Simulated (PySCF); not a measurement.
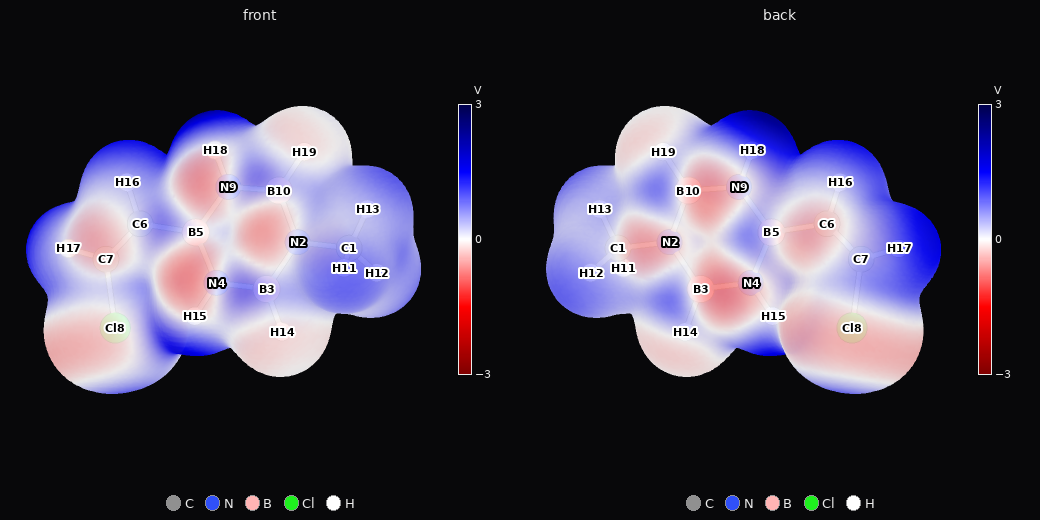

Figure. C3H9B3ClN3 (SMILES CN1BNB(/C=C\Cl)NB1). The electrostatic potential painted on the density surface at 0.004 e/bohr³, seen from the front and from behind; red is negative and blue positive.

Geometry: GFN2-xTB.

Theory: PBE0/pcSseg-1, SCF density, gas phase, non-relativistic in PySCF.

```xyz
19

C    -3.1940    0.0488   -0.1778
N    -1.7466   -0.0617   -0.0991
B    -0.9826    1.1137    0.1454
N     0.4256    0.9974    0.2185
B     1.1130   -0.2295    0.0613
C     2.6736   -0.4018    0.1450
C     3.6391    0.5067    0.2029
Cl    3.3879    2.2125    0.1932
N     0.3031   -1.3707   -0.1744
B    -1.1110   -1.3180   -0.2620
H    -3.5976    0.4712    0.7448
H    -3.4859    0.7026   -1.0028
H    -3.6402   -0.9318   -0.3364
H    -1.5082    2.1547    0.2843
H     0.9633    1.8329    0.3912
H     3.0400   -1.4240    0.1529
H     4.6926    0.2676    0.2561
H     0.7526   -2.2665   -0.2897
H    -1.7341   -2.2947   -0.4610
```

> Where is the surface potential most negative and most positive?

The most negative region (about −0.6 V) lies over N4 and N9, the most positive (about +2.3 V) over H18. Cl8 shows a σ-hole: about +0.9 V at the tip opposite its bond, against about −0.1 V on its flanks.
